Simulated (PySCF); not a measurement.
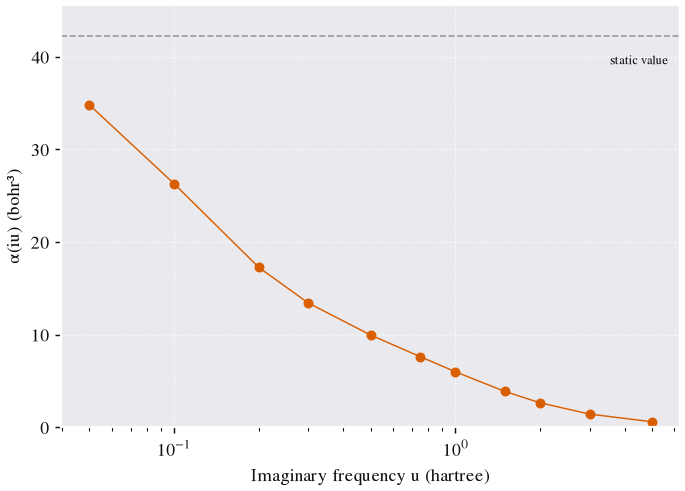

Dipole polarisability at imaginary frequency of an atom or ion with 75 electrons in the configuration [Xe] 4f¹⁴ 5d⁷. Coupled response at the HF level; PySCF, def2-TZVPPD with a 60-electron core potential, unrestricted single determinants, no spin-orbit coupling.

Q: Which species is it, and what does the curve give?

A: The Re atom. The static dipole polarisability is 42.2 bohr³; α(iu) falls to half of it near u = 0.15 hartree. The Casimir–Polder integral gives C₆ = 259 hartree bohr⁶ for two such species.
